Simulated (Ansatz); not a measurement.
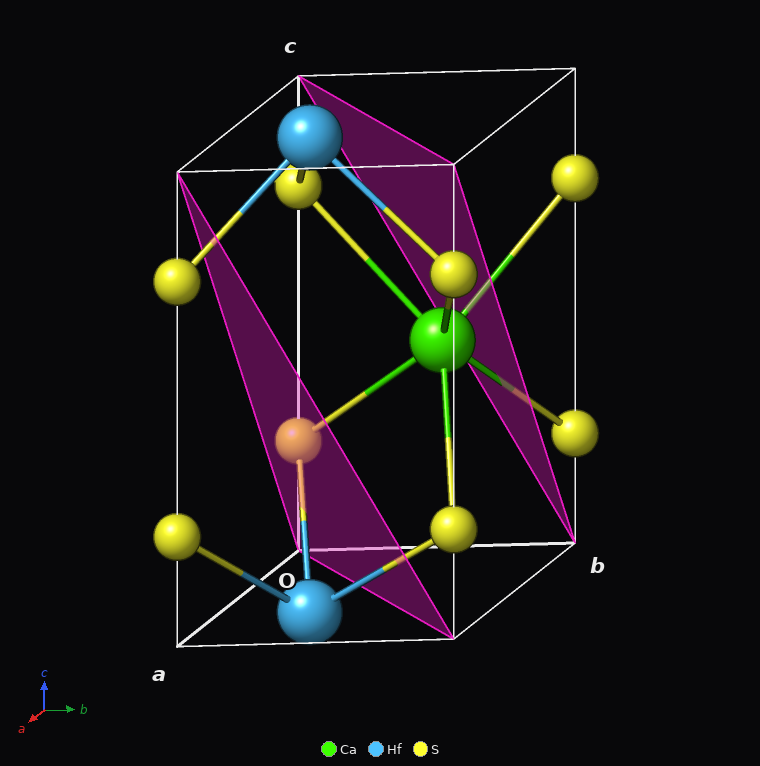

Every member of one family of equally spaced planes, hx + ky + lz = a whole number, that cuts the unit cell is shaded (one member passes through the origin O). Crystal: CaHfS₂, the geometry relaxed with DFT PBE, scalar-relativistic, plane waves, PAW (Ansatz); the starting structure was generated, so it need not be a known form of this composition. All values are computed from the atomic coordinates in the standard setting (tolerance 0.002 Å).

a = 3.647 Å, b = 3.647 Å, c = 6.765 Å, α = 90.00°, β = 90.00°, γ = 120.00°.

**Which (hkl) family is drawn?**

(1 −1 −1), in four indices (1 −1 0 −1); the opposite sign names the same planes. The member next to the origin meets the axes a at 1, b at −1, c at −1.

**What is the spacing?**

d = 2.862 Å.

**Which atoms of the cell lie in these planes (within 0.03 Å)?**

No atom.

**The space group is P-6m2 (No. 187). How many reflections hkl are equivalent to this one (itself included), and does it occur?**

12 reflections are equivalent in the Laue class 6/mmm. The space group allows the reflection.
